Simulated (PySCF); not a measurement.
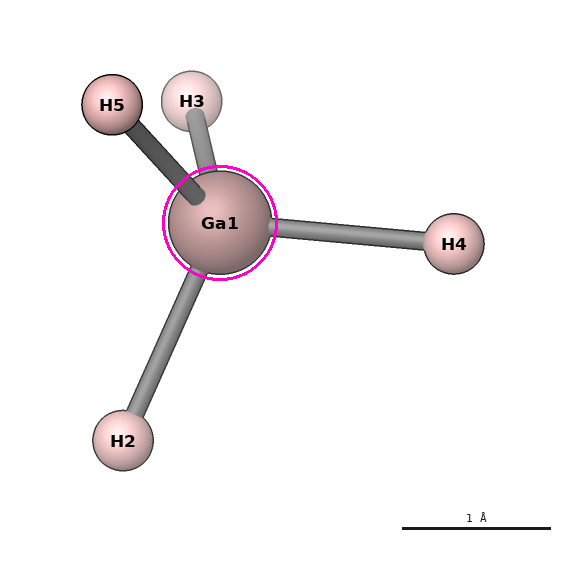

Orthographic view. Atoms fade into the background with distance from the viewer. Charge −1, singlet. The computed structure is the end point of a PBE0-D3(BJ)/def2-SVP optimisation. No frequency run is at hand to confirm it as a minimum.

Which atoms are bonded to the circled atom?

Answer. The circled atom is Ga1; it is bonded to H2, H3, H4, H5.

Which atom is nearest the viewer?

Answer. H5, 1.2 Å in front of the mean position.

Which atom is farthest from the viewer?

Answer. H3, 1.4 Å behind the mean position.
